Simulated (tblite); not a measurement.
**Run report: C3H10FPSi, molecular dynamics (part 2 of 3)**

The same run, continued: C3H10FPSi, SMILES FCCC[SiH2]P; GFN2-xTB Langevin dynamics, gas phase (tblite 0.8.0). 

Geometry of the input (Å):
```
F  -3.1523  -0.1066  0.3409
C  -2.3453  0.5680  -0.5460
C  -0.9292  0.6796  0.0010
C  -0.2623  -0.6842  0.1502
Si 1.5114  -0.5458  0.8325
P  2.5722  0.9653  -0.4440
H  -2.3743  0.0023  -1.4837
H  -2.7990  1.5543  -0.6895
H  -0.3510  1.3083  -0.6814
H  -0.9698  1.1790  0.9711
H  -0.2545  -1.1841  -0.8211
H  -0.8639  -1.3029  0.8161
H  1.5069  -0.0159  2.2007
H  2.1342  -1.8762  0.8311
H  3.8327  0.6778  0.0429
H  2.7367  0.1251  -1.5323
```

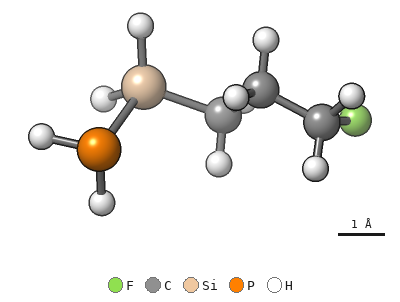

Fig. 1: The geometry at step 21 of the log (ball-and-stick view, seen at a tilt).

**Trajectory as extended XYZ, continued**
```
16
Properties=species:S:1:pos:R:3:forces:R:3 step=13 time_fs=325.0 energy=-557.32434 temperature=224.7
F    -3.4939    0.1532    0.7801    0.2880   0.1561  -0.7166
C    -2.7216    0.3858   -0.3692   -1.6414   0.2534  -0.4003
C    -1.3034    0.6138    0.0170    2.0908  -1.1412  -0.6815
C    -0.6954   -0.5673    0.8048   -0.2579   0.2088   1.1689
Si    1.1334   -0.3984    1.5028   -0.7443  -0.1596  -1.0560
P     2.2474    0.2805   -0.3584    0.2353   0.2904   0.3015
H    -2.8756   -0.5094   -1.0360    0.1977   0.6766   0.6356
H    -3.1835    1.3014   -0.8784    0.4934  -1.0275   0.5989
H    -0.6722    0.6007   -0.8948   -0.4493   0.5592   0.0341
H    -1.1271    1.5331    0.5372   -0.2180   0.5205   0.3067
H    -0.7635   -1.4537    0.1689    0.0589  -0.0083   0.2006
H    -1.3352   -0.7344    1.6933    0.1948  -0.1483  -0.3944
H     1.3710    0.4517    2.6822   -0.1111   0.0610  -0.2959
H     1.5203   -1.7561    1.8659    0.0764  -0.2081   0.1348
H     3.4840    0.2164    0.2862   -0.1618  -0.0889  -0.2999
H     2.4224   -0.9026   -1.0840   -0.0516   0.0559   0.4633
16
Properties=species:S:1:pos:R:3:forces:R:3 step=14 time_fs=350.0 energy=-557.32364 temperature=231.5
F    -3.5357    0.1757    0.8427   -0.0439  -0.1997   0.6936
C    -2.7658    0.4411   -0.2377    0.1163  -0.1940  -1.4481
C    -1.2935    0.6500    0.0816    0.5949  -1.1249   0.5102
C    -0.8107   -0.5179    0.9926   -0.2215   0.0242  -0.7921
Si    1.0253   -0.4407    1.4808    0.4362  -0.1455   0.7723
P     2.1846    0.2023   -0.3471    0.1318  -0.4461   0.2678
H    -2.9534   -0.3786   -0.9680    0.2428   0.2203   0.3763
H    -3.1688    1.3563   -0.6493   -0.2223   0.4561  -0.3763
H    -0.6418    0.7438   -0.8347   -0.8905   0.0339   0.8882
H    -1.2474    1.5103    0.7263    0.3136   0.7296  -0.1577
H    -0.9707   -1.4559    0.4502   -0.1508   0.0024   0.1084
H    -1.4877   -0.5019    1.8506    0.3300  -0.2527   0.0221
H     1.1477    0.6346    2.4844    0.1022  -0.1564   0.0033
H     1.5342   -1.7864    2.0680   -0.4293   0.9629  -0.4161
H     3.5087    0.0669    0.1347   -0.6161  -0.0652  -0.0325
H     2.0803   -1.1435   -0.6884    0.3065   0.1549  -0.4194
16
Properties=species:S:1:pos:R:3:forces:R:3 step=15 time_fs=375.0 energy=-557.25292 temperature=187.5
F    -3.5522    0.1646    0.8832   -1.1316   0.1509   1.3536
C    -2.8075    0.4703   -0.1767    1.8894  -0.9128  -0.2443
C    -1.3463    0.6748    0.2554   -0.1835  -1.2969   1.7606
C    -0.8872   -0.5773    1.1398   -0.4414   0.8356  -1.7769
Si    0.9511   -0.4481    1.4966   -0.0770   0.4410   0.0873
P     2.1006    0.1114   -0.3177    0.1306   0.6087  -0.2830
H    -2.8659   -0.4222   -0.7906    0.0710  -0.2425  -0.6221
H    -3.1973    1.3071   -0.6901   -0.5995   1.0650  -0.4478
H    -0.7093    0.7570   -0.6089    0.1523   0.2739  -0.2152
H    -1.2547    1.5228    0.9606   -0.0683  -0.1046  -0.7534
H    -1.0402   -1.5208    0.5674   -0.2614   0.6128   0.4100
H    -1.5000   -0.5633    2.0303    0.0052  -0.2842   0.0689
H     1.2384    0.5704    2.5006    0.0544   0.3645  -0.0364
H     1.2832   -1.6418    2.1747    0.4609  -1.2135   0.4422
H     3.2985   -0.0946    0.2981    0.3809   0.1546   0.2190
H     2.3259   -1.0035   -1.0819   -0.3821  -0.4526   0.0374
16
Properties=species:S:1:pos:R:3:forces:R:3 step=16 time_fs=400.0 energy=-557.29685 temperature=229.2
F    -3.6389    0.1375    0.8975    0.1017   0.6384  -0.5005
C    -2.7830    0.4415   -0.1594    0.2602   0.4583   0.3333
C    -1.3758    0.7088    0.4008   -0.3190  -0.9129   0.6049
C    -0.9184   -0.5056    1.2199   -0.2406   0.5125   0.7913
Si    0.9453   -0.5091    1.5473    0.4997   0.0004   0.0379
P     2.0645    0.0362   -0.3521   -0.3666  -1.4843  -0.0120
H    -2.8739   -0.4528   -0.8021    0.3458   0.5189  -0.0299
H    -3.0528    1.3936   -0.6751   -0.6299  -0.8011   0.3039
H    -0.6732    0.7168   -0.4115    0.1404   0.7811  -0.6361
H    -1.3753    1.6365    1.0207    0.0949  -0.6828  -0.6498
H    -1.2732   -1.3978    0.7358    0.0585  -0.4396  -0.3058
H    -1.4218   -0.4871    2.1889   -0.0532  -0.0485   0.0297
H     1.2801    0.6661    2.3793   -0.0516  -0.2852   0.1841
H     1.3561   -1.8534    2.0896   -0.1301   0.6283  -0.1136
H     3.2746   -0.1481    0.2451    0.4725   0.2925   0.2671
H     2.1163   -1.3626   -0.6534   -0.1827   0.8241  -0.3045
16
Properties=species:S:1:pos:R:3:forces:R:3 step=17 time_fs=425.0 energy=-557.15315 temperature=174.9
F    -3.7057    0.0718    0.8525    0.4298   0.7668  -0.8565
C    -2.8110    0.4697   -0.1597    0.2684   1.2940   0.4244
C    -1.4274    0.7332    0.5087   -0.0614  -0.0782  -1.7109
C    -0.9258   -0.4536    1.2367   -0.0192  -1.0286   2.0394
Si    0.9680   -0.5305    1.5937    0.0643  -0.6493   0.2675
P     1.9916   -0.0861   -0.3797    0.0945  -0.3576  -0.3562
H    -2.8849   -0.3418   -0.8980    0.3577   0.3931   0.0938
H    -3.0582    1.5145   -0.5997   -0.5096  -1.7594   0.5462
H    -0.6340    0.8744   -0.2617   -0.8874   0.7005  -0.0114
H    -1.5797    1.6130    1.1268    0.3852   0.0269   0.0863
H    -1.2323   -1.3446    0.7021    0.1543  -0.2920  -0.2638
H    -1.4762   -0.5299    2.1990    0.3708  -0.0726  -0.2632
H     1.3701    0.3753    2.7086   -0.0918  -0.0826  -0.4707
H     1.3371   -1.9107    2.0870   -0.2244   0.5221  -0.2150
H     3.2852    0.0018    0.0990   -0.0336  -0.0060   0.1178
H     2.2417   -1.3854   -0.9289   -0.2977   0.6229   0.5724
16
Properties=species:S:1:pos:R:3:forces:R:3 step=18 time_fs=450.0 energy=-557.41784 temperature=270.5
F    -3.7019    0.0161    0.7729   -0.5717   0.2854   0.6513
C    -2.7908    0.5178   -0.0950    0.1485  -0.1710  -1.1595
C    -1.4603    0.7982    0.5719    0.6119  -0.9234  -0.3174
C    -0.9041   -0.4852    1.2388   -0.7751   0.2078   0.5332
Si    0.9690   -0.5570    1.5678   -0.6250   0.4469  -0.2182
P     1.9553   -0.1773   -0.4024    0.4960   0.8363   0.6075
H    -2.6610   -0.3109   -0.8014    0.1590   0.0541  -0.3528
H    -3.2352    1.3767   -0.6618    0.2472  -0.3869   0.7089
H    -0.7406    1.1018   -0.1929   -0.1434   0.1359  -0.1272
H    -1.5511    1.5916    1.2843   -0.0411   0.3840   0.5183
H    -1.1100   -1.3782    0.6384   -0.1314   0.2734  -0.2877
H    -1.4939   -0.6628    2.1600    0.4171   0.1376  -0.2711
H     1.4685    0.3827    2.5495    0.0807   0.2303   0.2181
H     1.1133   -1.9077    2.0342    0.3305  -0.6189   0.2898
H     3.2108   -0.0751    0.2546   -0.4676  -0.1401  -0.5213
H     2.0618   -1.5046   -0.6170    0.2644  -0.7514  -0.2720
16
Properties=species:S:1:pos:R:3:forces:R:3 step=19 time_fs=475.0 energy=-557.20944 temperature=196.5
F    -3.6897   -0.0420    0.7183   -0.6177  -0.4757   1.0267
C    -2.7643    0.5032   -0.0839    0.9538  -0.5241  -1.3861
C    -1.4811    0.8306    0.6371    0.2487  -0.6282   1.3842
C    -0.9208   -0.5336    1.2197   -0.1559   0.3515  -0.7577
Si    0.9327   -0.6225    1.5488    1.2082   0.6037   1.0199
P     1.9654   -0.2593   -0.4040   -0.2087   1.4137   0.0048
H    -2.5758   -0.2454   -0.8732   -0.0103   0.0987  -0.0258
H    -3.2330    1.3518   -0.5211   -0.3296   1.0530  -0.5035
H    -0.7289    1.3859    0.0678   -0.3225  -0.4531  -0.3566
H    -1.7884    1.5286    1.4504    0.4690  -0.6210  -0.0739
H    -1.0496   -1.3966    0.5247   -0.4904   0.7830   0.0376
H    -1.5196   -0.7632    2.0845   -0.0752  -0.1588   0.3527
H     1.3229    0.6102    2.3477   -0.1316  -0.6701  -0.2408
H     1.4806   -1.8763    2.2210   -0.5087   0.6521  -0.3093
H     3.2930   -0.2154   -0.0235   -0.1497  -0.1191   0.2035
H     2.0302   -1.5212   -0.8036    0.1206  -1.3057  -0.3758
16
Properties=species:S:1:pos:R:3:forces:R:3 step=20 time_fs=500.0 energy=-557.35100 temperature=262.5
F    -3.6957   -0.0453    0.6857   -0.0324  -0.2371  -0.2842
C    -2.7411    0.5948   -0.0864   -0.6647  -0.0579   0.2821
C    -1.4991    0.7371    0.7377    0.4881   1.0028   0.4375
C    -0.9560   -0.6361    1.1097    1.0759   0.2370   0.1933
Si    0.9426   -0.6035    1.5419   -0.9804   0.5463  -0.2988
P     1.9923   -0.3216   -0.4232   -0.8983  -0.9871  -0.3434
H    -2.5721    0.0171   -0.9973   -0.1063  -0.1786   0.0513
H    -3.2028    1.5424   -0.3248   -0.0453   0.5156  -0.2757
H    -0.7615    1.3102    0.1659    0.0179  -0.1490  -0.2213
H    -1.7246    1.4180    1.6222    0.2290  -1.1725  -0.6586
H    -1.0868   -1.3871    0.3057   -0.1951   0.5697   0.3173
H    -1.4806   -0.9709    1.9888   -0.2748  -0.3461   0.1393
H     1.2679    0.4353    2.5230    0.0606   0.1937  -0.1431
H     1.0507   -1.8151    2.2900    0.4339  -0.8773   0.3040
H     3.2320   -0.5164    0.0663    0.8302  -0.0727   0.3312
H     1.8750   -1.7253   -0.7692    0.0617   1.0134   0.1691
16
Properties=species:S:1:pos:R:3:forces:R:3 step=21 time_fs=525.0 energy=-557.14935 temperature=200.4
F    -3.7607   -0.0350    0.6516    0.7709   0.1133  -1.0159
C    -2.7957    0.7329   -0.0487   -0.3988   0.0650   1.4601
C    -1.4648    0.6906    0.7514   -0.2692   1.2316  -0.9908
C    -0.9197   -0.6883    1.0001   -0.6759  -0.7253   1.5427
Si    0.8822   -0.5583    1.5151    1.0620  -1.2637  -0.6007
P     2.0506   -0.3832   -0.4264   -1.0010  -0.6612  -0.7289
H    -2.6535    0.4172   -1.1005   -0.3741  -0.3010   0.7141
H    -3.2657    1.7313   -0.0035    0.4427  -0.0816  -0.2831
H    -0.7571    1.2121    0.1018    0.1436   0.1213  -0.2390
H    -1.4999    1.3427    1.6505   -0.3583  -0.7903  -0.2334
H    -0.8953   -1.3014    0.1031   -0.6043  -0.0273  -0.0616
H    -1.5362   -1.1856    1.8206    0.6265   0.3486  -1.2077
H     1.1317    0.5355    2.3785    0.2094   0.8087   0.6314
H     1.4979   -1.8075    2.0277   -0.3973   0.1774   0.2575
H     3.2451   -0.7630    0.0880    0.5044  -0.2156   0.2801
H     1.7272   -1.7461   -0.8781    0.3194   1.1999   0.4753
16
Properties=species:S:1:pos:R:3:forces:R:3 step=22 time_fs=550.0 energy=-557.14573 temperature=207.7
F    -3.7491   -0.0713    0.6479    0.7625   0.3806  -0.8411
C    -2.8409    0.8295    0.0512   -0.2703   0.0685   0.8964
C    -1.4362    0.7116    0.7430   -1.1849  -0.2334  -1.8723
C    -0.9019   -0.6970    0.8402    1.1103  -0.2088   1.9098
Si    0.9655   -0.5862    1.4813   -1.0399   0.6970   0.2606
P     2.1330   -0.3531   -0.4206    0.3827   0.0803   0.5281
H    -2.7421    0.6652   -1.0497   -0.3336  -0.3640   0.8704
H    -3.3589    1.8129    0.2178    0.7575  -0.5188  -0.1247
H    -0.8021    1.2782    0.0940    0.6135   0.4932  -0.5337
H    -1.3953    1.1883    1.6848   -0.3793   0.2909   1.0634
H    -0.9088   -1.2961   -0.0453   -0.4511  -0.0155  -0.6063
H    -1.4375   -1.2187    1.6490   -0.1084  -0.0110  -0.5365
H     0.9712    0.7966    2.0926    0.3040  -0.6097  -0.0765
H     1.1659   -1.5943    2.5716    0.1415   0.2670  -0.5315
H     3.3066   -0.9349    0.0393    0.0644   0.2852   0.0604
H     1.7642   -1.5716   -0.8772   -0.3689  -0.6015  -0.4665
16
Properties=species:S:1:pos:R:3:forces:R:3 step=23 time_fs=575.0 energy=-557.27530 temperature=222.5
F    -3.6825   -0.0954    0.6383   -0.1163  -0.5334  -0.0790
C    -2.8259    0.8223    0.1237   -0.0452   1.1355   0.2041
C    -1.4171    0.7457    0.7243   -0.5307   0.0255  -1.8610
C    -0.8354   -0.6419    0.7432    1.5372   0.2284  -0.4014
Si    0.9421   -0.5531    1.4356    0.7884   0.1859  -0.1243
P     2.2130   -0.3505   -0.4060    1.0202  -0.0406   0.2237
H    -2.7504    0.7436   -0.9692   -0.3346  -0.4359   0.1533
H    -3.3034    1.8039    0.3632    0.3733  -0.3375  -0.1699
H    -0.8668    1.4042    0.0388    0.3679  -0.0708   0.3887
H    -1.3878    1.1300    1.6993   -0.1278   0.6436   1.3101
H    -0.6852   -1.0769   -0.2515   -0.5662   0.1415  -0.0434
H    -1.4104   -1.2991    1.3328   -0.8808  -0.6799   0.5365
H     1.4181    0.6281    2.1987   -0.4079  -0.0951  -0.1079
H     1.3606   -1.6786    2.2493   -0.1356  -0.3681   0.1760
H     3.3554   -1.0324    0.0998   -0.6082   0.4971  -0.1893
H     1.8847   -1.4493   -1.1518   -0.3337  -0.2963  -0.0162
16
Properties=species:S:1:pos:R:3:forces:R:3 step=24 time_fs=600.0 energy=-557.31944 temperature=231.1
F    -3.5400   -0.1144    0.7159   -0.2006  -0.1209  -0.2811
C    -2.7578    0.8201    0.0761   -0.0162  -0.2017  -0.1615
C    -1.4076    0.8330    0.7695   -0.5192  -0.8667   0.6279
C    -0.8025   -0.5930    0.6526    0.5907   0.8051   0.1478
Si    0.9816   -0.5845    1.3863   -0.6288  -1.1121  -0.5351
P     2.2356   -0.3560   -0.4726   -0.2165  -0.9714   0.2775
H    -2.7351    0.5840   -1.0054    0.1516  -0.1942   0.4492
H    -3.2722    1.7523    0.2019   -0.3772   0.7780   0.0613
H    -0.8120    1.6711    0.4001    0.1550  -0.4360  -0.0433
H    -1.6337    0.9914    1.8542    0.3354   0.0956  -0.7223
H    -0.7347   -0.8959   -0.3969   -0.2167   0.0943   0.0884
H    -1.4633   -1.2963    1.1744    0.1999   0.2721  -0.2095
H     0.9941    0.4120    2.4005    0.3040   0.6849   0.5836
H     1.1244   -1.9264    2.0182    0.1894   0.2927  -0.0564
H     3.4020   -0.9409    0.0533   -0.2926   0.1584  -0.1139
H     1.6810   -1.6393   -0.8190    0.5419   0.7217  -0.1125
16
Properties=species:S:1:pos:R:3:forces:R:3 step=25 time_fs=625.0 energy=-557.27667 temperature=210.3
F    -3.5246   -0.1705    0.7541   -0.0252   0.5983   0.2276
C    -2.7428    0.7654    0.1056   -0.2258   0.5509  -0.3828
C    -1.3907    0.9025    0.7967   -0.8472  -1.3798   0.8382
C    -0.7477   -0.4998    0.5925   -0.5420   0.1426   0.0674
Si    0.9914   -0.6328    1.2973    0.5573  -0.6741   0.6035
P     2.2696   -0.3502   -0.4828    0.0448   0.4219  -0.7389
H    -2.6830    0.3664   -0.8956    0.4232  -0.1664  -0.6165
H    -3.2652    1.7269   -0.0027   -0.2834  -0.1678   0.5538
H    -0.7667    1.7057    0.3913   -0.3180  -0.2864   0.1201
H    -1.6498    1.0703    1.8749    0.6104   0.0454  -0.7577
H    -0.6785   -0.5733   -0.4977    0.0893  -0.3590   0.0216
H    -1.4226   -1.3379    0.9382    0.5807   1.1055  -0.2229
H     1.4265    0.5208    2.1033   -0.1912  -0.1320   0.1035
H     1.2256   -1.9292    2.0275   -0.1494   0.5486  -0.2022
H     3.4689   -0.5273    0.1362    0.3231  -0.1696   0.1332
H     2.2751   -1.5796   -1.1113   -0.0465  -0.0783   0.2522
16
Properties=species:S:1:pos:R:3:forces:R:3 step=26 time_fs=650.0 energy=-557.20427 temperature=172.4
F    -3.5385   -0.2148    0.7758   -0.7527   0.2133   0.7843
C    -2.8394    0.8020    0.2103    0.5368   0.1980  -1.0873
C    -1.4265    0.8408    0.7772   -0.0950  -0.2699   0.0969
C    -0.6451   -0.4392    0.4951   -0.6468  -0.5195  -0.1346
Si    1.0752   -0.6586    1.2922   -0.1216   1.4990   0.0883
P     2.3836   -0.3192   -0.4853    0.4317   0.1193   0.4869
H    -2.8034    0.4688   -0.8354    0.1237   0.4186  -0.3030
H    -3.3209    1.8216    0.2459   -0.0305  -1.1778   0.4277
H    -0.9351    1.6672    0.3063    0.4302   0.5701  -0.1892
H    -1.4967    1.0250    1.8314    0.0579   0.1011   0.6464
H    -0.6943   -0.5140   -0.6209    0.4079  -0.5100   0.8496
H    -1.1558   -1.2996    0.9746   -0.4118   0.4507  -0.7160
H     1.3053    0.3950    2.3417   -0.0120  -0.1306  -0.4922
H     1.1204   -1.8142    2.1553    0.1067  -0.6697  -0.0171
H     3.5425   -0.1897    0.2974   -0.2002  -0.1293  -0.3482
H     2.5577   -1.6685   -0.6970    0.1756  -0.1631  -0.0925
16
Properties=species:S:1:pos:R:3:forces:R:3 step=27 time_fs=675.0 energy=-557.24243 temperature=186.4
F    -3.5597   -0.2514    0.8215    0.0000   0.3979   0.4742
C    -2.8680    0.8107    0.2770    0.4225   0.1521   0.1904
C    -1.3903    0.7947    0.7362   -0.9167  -0.0938   1.1896
C    -0.6495   -0.4907    0.4574    1.6527   1.1399  -1.3054
Si    1.1094   -0.6343    1.3417   -0.3448  -1.1013  -1.5954
P     2.5261   -0.3030   -0.4357   -0.2164   0.5809   0.2337
H    -2.9945    0.6186   -0.7836    0.2328   0.4227  -0.4346
H    -3.3198    1.7914    0.5910    0.0303  -0.9825  -0.2281
H    -0.9055    1.6804    0.3647    0.2553   0.1975  -0.3546
H    -1.4045    0.8673    1.8225   -0.2486   0.3715   0.3149
H    -0.4683   -0.4402   -0.6408    0.0703  -0.6316   0.4545
H    -1.2800   -1.3038    0.6771   -0.6138  -1.0154   0.2554
H     1.3970    0.4114    2.2710    0.0200   0.3727   0.6155
H     1.3168   -2.0729    1.7525   -0.1717   0.7451   0.1112
H     3.7187   -0.0084    0.2087   -0.2141   0.0082   0.1315
H     2.9080   -1.5938   -0.5954    0.0423  -0.5639  -0.0530
16
Properties=species:S:1:pos:R:3:forces:R:3 step=28 time_fs=700.0 energy=-557.29590 temperature=229.3
F    -3.5435   -0.2675    0.8613   -0.1059  -0.9482   0.3631
C    -2.7766    0.7380    0.3929    0.5830   1.0166   0.3030
C    -1.3179    0.7230    0.8822   -0.2362  -0.0017   0.7817
C    -0.5869   -0.5365    0.4667   -0.5986   0.3881  -0.3810
Si    1.0926   -0.6252    1.2642    0.3817   0.0741   1.0666
P     2.6148   -0.2840   -0.3278   -0.0583  -0.2042  -0.0127
H    -2.8640    0.6986   -0.7011    0.1326   0.2095   0.1549
H    -3.2134    1.6332    0.8447   -0.2719   0.3280  -0.4674
H    -0.8541    1.6854    0.5891   -0.0883  -0.6714  -0.1745
H    -1.2644    0.6900    1.9892   -0.5471   0.3176  -0.3955
H    -0.5534   -0.5784   -0.6042    0.1932  -0.0465  -0.7526
H    -1.2136   -1.3627    0.7735   -0.0782  -0.2837   0.1625
H     1.2180    0.3289    2.4246    0.0617   0.0303  -0.6203
H     1.0449   -1.8303    2.0915    0.2999  -0.4539  -0.1271
H     3.5496    0.0087    0.6275    0.4072   0.0895   0.0739
H     3.0278   -1.6117   -0.4175   -0.0748   0.1559   0.0253
```
